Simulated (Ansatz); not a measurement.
# PbSe, pressure series

The reference is PbSe in the rock salt structure (space group Fm-3m, No. 225).

```cif
data_Pb4Se4
_chemical_formula_sum 'Pb4 Se4'
_space_group_name_H-M_alt 'Fm-3m'
_space_group_IT_number 225
_space_group_name_Hall '-F 4 2 3'
_cell_length_a 6.17802
_cell_length_b 6.17802
_cell_length_c 6.17802
_cell_angle_alpha 90.000
_cell_angle_beta 90.000
_cell_angle_gamma 90.000
loop_
_atom_site_label
_atom_site_type_symbol
_atom_site_symmetry_multiplicity
_atom_site_Wyckoff_symbol
_atom_site_fract_x
_atom_site_fract_y
_atom_site_fract_z
_atom_site_occupancy
Pb1 Pb 4 a 0.00000 0.00000 0.00000 1
Se1 Se 4 b 0.50000 0.50000 0.50000 1
```
(The calculation used a cell of 2 atoms; values per cell refer to that cell.)

Cell and atoms are relaxed at each pressure.

All numbers come from Ansatz (a first-principles code), r2SCAN, PAW, cutoff 500 eV, no spin-orbit coupling.

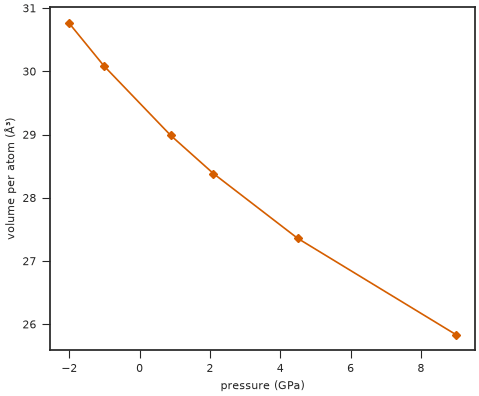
Figure. Volume against pressure

Problem. Estimate the zero-pressure bulk modulus from the plot.

Solution. About 51 GPa; a third-order Birch–Murnaghan fit to the points gives V₀ = 29.47 Å³/atom, B₀ = 51 GPa and B₀′ = 4.3.

Measured bulk modulus of PbSe: 47.9 GPa (room temperature; as listed in Kevin S. Knight et al., Materials Advances (2022)); the computed value is for a static lattice, so the two differ by thermal effects too.

Between the base and pressure 4.5 GPa the gap moves from 0.67 eV to 0.40 eV, a mean slope of -60 meV/GPa.

Spin-orbit coupling, missing from the scalar runs, can matter with Pb. Load acts through the strain it causes; cell and atoms are relaxed under it. No phonon test of stability was made. Competing high-pressure phases were not computed. The zero or small gap of PbSe under pressure 9 GPa can change with the level of theory.
